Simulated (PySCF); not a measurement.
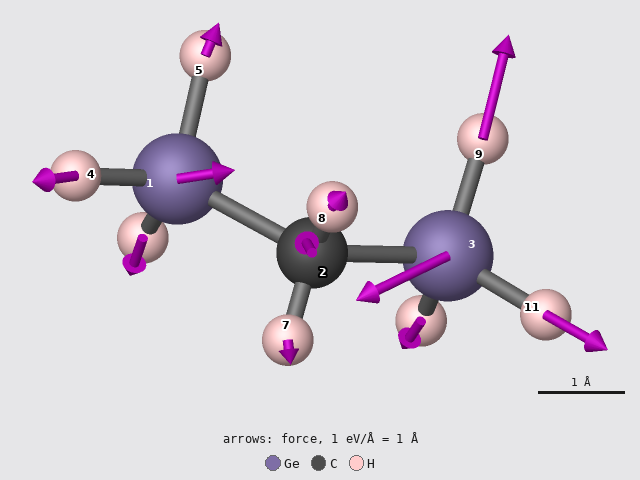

Starting geometry of CH8Ge2 with the computed forces as purple arrows. A ball-and-stick model, seen from a free direction.

The start comes from GFN2-xTB. Its atoms were then displaced at random by about 0.01 Å.

These are results of PySCF 2.14.0, density-fitted response routines, PBE0-D3(BJ)/def2-SVP geometry optimisation, gas phase, not measurements. 

Is this structure relaxed? If not, where do the atoms go?

It isn't relaxed: the largest force vector, on a Ge atom, is 1.30 eV/Å. The final displacements follow the starting forces only in part (cosine between the two patterns 0.66). The atom that moves furthest after the best rigid fit is an H atom (0.063 Å). By element the largest moves are H 0.063 Å, Ge 0.026 Å, C 0.025 Å. Some distances before and after: Ge–H 1.476 → 1.541 Å, Ge–H 1.503 → 1.542 Å, C–Ge 1.978 → 1.957 Å, C–H 1.091 → 1.101 Å. Among the angles between lasting bonds that change: H–Ge–H 106.1° → 108.7°, C–Ge–H 112.9° → 110.5°. After 3 geometry steps the energy has fallen by 2.91 kcal/mol. The run took 24 s on 1 thread of Arm Neoverse V1, on a shared host.
